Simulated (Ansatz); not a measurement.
**CCSD(T)/def2-SVP (core potential) run of SnNH4Cl (SMILES [NH2][SnH2][Cl])**

What is the energy change on altering one bond length of SnNH4Cl at CCSD(T)/def2-SVP (core potential)? 

The calculation is run with Ansatz 0.2.0.

59 further runs of the same task are left out: 1 that didn't finish, 58 set aside as unsound or not needed.

## Step 1: The structure to begin with

The species is SnNH4Cl (7 atoms), meant as a singlet with charge 0. As SMILES, `[NH2][SnH2][Cl]`. Geometry: relaxed at PBE0-D4/def2-TZVP. This is one conformer, not always the lowest.

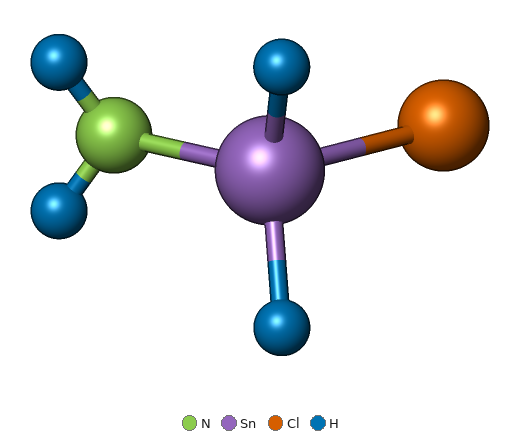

The structure, seen from a chosen angle (nitrogen green, tin purple, chlorine orange, hydrogen blue).

## Step 2: A single-point energy at CCSD(T)/def2-SVP (core potential)

Input file molecule.yaml:

```yaml
crystal:
  periodic: [false, false, false]
  atoms:
    - {symbol: N, position_ang: [-0.972800, -0.020100, -0.835200]}
    - {symbol: Sn, position_ang: [0.562300, 0.041400, 0.449100]}
    - {symbol: Cl, position_ang: [0.846400, -2.133500, 1.251000]}
    - {symbol: H, position_ang: [-1.803500, 0.485500, -0.566500]}
    - {symbol: H, position_ang: [-0.756400, 0.165200, -1.803000]}
    - {symbol: H, position_ang: [0.172800, 0.976800, 1.814600]}
    - {symbol: H, position_ang: [2.012400, 0.416800, -0.355700]}
basis:
  gaussian: {orbitals: def2-SVP}
scf: {omitted_lower_state_checks: [cluster_reference, increment]}
correlation: {method: ccsd_t, frozen_orbitals: {Cl: 5, H: 0, "N": 1, Sn: 4}}
accuracy: high
```

Launch:

```bash
ansatz run molecule.yaml --threads 1 --pin off --max-ram 3480MiB --events-out events.jsonl --progress --plain --runs-dir runs
```

The program printed, shortened:

```text
Warning: RAYON_NUM_THREADS=1 ignored (pool sized by the plan → 1); use --threads N
Functional definition: HF
  name "HF"
[...]
1811 factors; integrals over basis functions are off by at most 3.6e-9 eV
[...]
mean field -19849.76403922 eV, -729.4653737879 hartree, gradient 2.1e-8 eV, S^2 0.000000; 0 other end points of the search recorded, 0 dependent functions left out
10 core orbitals not correlated: weight in the atoms' cores, before any rotation towards them, 1.000 or more for the frozen orbitals, at most 0.000 for the correlated occupied ones
reference -19849.76403922 eV, -729.4653737879 hartree; 15, 15 occupied and 53, 53 virtual orbitals, 1811 factors
second order -11.44049129 eV of doubles, -0.00000000 eV of singles
cycle   1  -12.09238451 eV  change   -6.5e-1 eV  update   7.8e-2
[...]
cycle  20  -12.46912740 eV  change   2.5e-10 eV  update   2.3e-9
perturbative correction -0.29717082 eV, -0.0109208262 hartree
Total energy: -19862.53033743 eV, -729.9345265940 hartree
Checks for a lower state left out: cluster_reference, increment
```

Wall time 7.8 s (1 thread of AMD EPYC 9R45 (Zen 5), shared host); peak memory 0.41 GiB.

## Step 3: The distorted shape at the same level

Input file input.yaml:

```yaml
crystal:
  periodic: [false, false, false]
  atoms:
    - {symbol: "N", position_ang: [-0.723573, -0.171790, -0.915816]}
    - {symbol: Sn, position_ang: [0.811527, -0.110290, 0.368484]}
    - {symbol: Cl, position_ang: [1.095627, -2.285190, 1.170384]}
    - {symbol: H, position_ang: [-1.803500, 0.485500, -0.566500]}
    - {symbol: H, position_ang: [-0.507173, 0.013510, -1.883616]}
    - {symbol: H, position_ang: [0.422027, 0.825110, 1.733984]}
    - {symbol: H, position_ang: [2.261627, 0.265110, -0.436316]}
basis:
  gaussian:
    orbitals: def2-SVP
scf:
  omitted_lower_state_checks: [cluster_reference, increment]
correlation:
  method: ccsd_t
  frozen_orbitals: {Cl: 5, H: 0, "N": 1, Sn: 4}
accuracy: high
```

Launch:

```bash
ansatz run input.yaml --threads 1 --pin off --max-ram 3480MiB --events-out events.jsonl --progress --plain --runs-dir runs
```

The program printed, shortened:

```text
Warning: RAYON_NUM_THREADS=1 ignored (pool sized by the plan → 1); use --threads N
[... 2 set-up lines as earlier in the session ...]
[...]
1810 factors; integrals over basis functions are off by at most 3.7e-9 eV
[...]
mean field -19848.41808267 eV, -729.4159107972 hartree, gradient 3.7e-8 eV, S^2 0.000000; 0 other end points of the search recorded, 0 dependent functions left out
10 core orbitals not correlated: weight in the atoms' cores, before any rotation towards them, 1.000 or more for the frozen orbitals, at most 0.000 for the correlated occupied ones
reference -19848.41808267 eV, -729.4159107972 hartree; 15, 15 occupied and 53, 53 virtual orbitals, 1810 factors
second order -11.62360420 eV of doubles, -0.00000000 eV of singles
cycle   1  -12.23777226 eV  change   -6.1e-1 eV  update   8.4e-2
[...]
cycle  22  -12.67100389 eV  change  -3.8e-10 eV  update   1.1e-9
perturbative correction -0.32473580 eV, -0.0119338206 hartree
Total energy: -19861.41382237 eV, -729.8934954222 hartree
Checks for a lower state left out: cluster_reference, increment
```

Run time: 8.7 s. Hardware: 1 thread of AMD EPYC 9R45 (Zen 5), shared host; peak memory 0.41 GiB.

## Step 4: Summary of results

Level: CCSD(T)/def2-SVP (core potential), 10 core orbitals frozen.

| quantity | value |
| --- | --- |
| first shape: total energy | -729.93453 Eh |
| first shape: correlation energy (10 core orbitals frozen) | -469.2 mEh |
| first shape: (T) correction | -10.92 mEh |
| first shape: T1 diagnostic | 0.010 |
| distorted shape: total energy | -729.89350 Eh |
| distorted shape: correlation energy (10 core orbitals frozen) | -477.6 mEh |
| distorted shape: (T) correction | -11.93 mEh |
| distorted shape: T1 diagnostic | 0.011 |
| energy change with the N1–H4 bond stretched from 1.009 to 1.312 Å | 1.117 eV |

**Reading.** With the N1–H4 bond stretched from 1.009 to 1.312 Å the energy rises by 1.12 eV (108 kJ/mol). The first shape isn't relaxed at this level, so the change isn't measured from a minimum. The triples (first shape) make up 2.3 % of the correlation energy. The triples (distorted shape) make up 2.5 % of the correlation energy.
